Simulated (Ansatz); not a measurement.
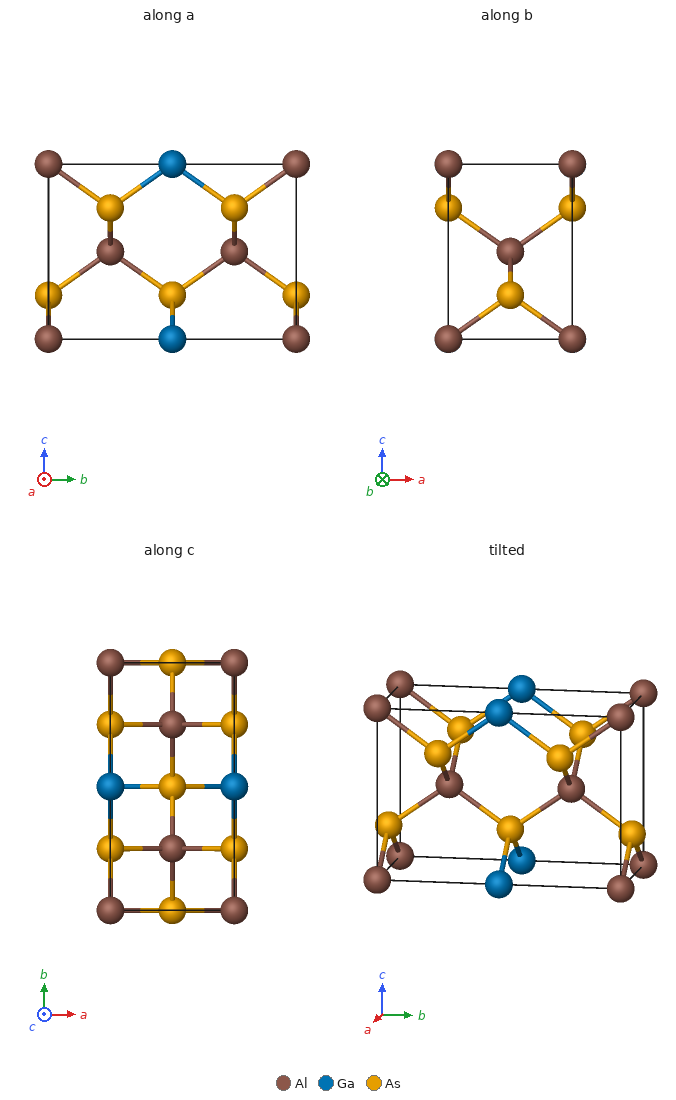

Ball-and-stick representation of a periodic structure, projected along the a axis, along the b axis, along the c axis and slightly off an axis. The lines enclose the conventional unit cell; boundary atoms appear with their images.

Lattice parameters: a = 4.0552 Å, b = 8.1095 Å, c = 5.7295 Å, α = 90.000°, β = 90.000°, γ = 90.000°.

Put the structure into a CIF with its space group and independent sites, with free fractional coordinates to two decimals.

Answer.
```cif
data_structure
_symmetry_space_group_name_H-M 'P m m 2'
_symmetry_Int_Tables_number 25
_cell_length_a 4.0552
_cell_length_b 8.1095
_cell_length_c 5.7295
_cell_angle_alpha 90.000
_cell_angle_beta 90.000
_cell_angle_gamma 90.000
_cell_volume 188.42
loop_
_atom_site_label
_atom_site_type_symbol
_atom_site_symmetry_multiplicity
_atom_site_Wyckoff_symbol
_atom_site_fract_x
_atom_site_fract_y
_atom_site_fract_z
_atom_site_occupancy
Al1 Al 1 a 0.00 0.00 0.00 1
Al2 Al 2 h 0.50 0.25 0.50 1
Ga1 Ga 1 b 0.00 0.50 0.00 1
As1 As 2 g 0.00 0.75 0.75 1
As2 As 1 c 0.50 0.00 0.25 1
As3 As 1 d 0.50 0.50 0.25 1
```

Provenance: a structure type filled with these elements by a generator (whether the compound takes this form wasn't checked). Earlier steps of the study may have refined or changed the cell and positions. A calculation with Ansatz used it as input.
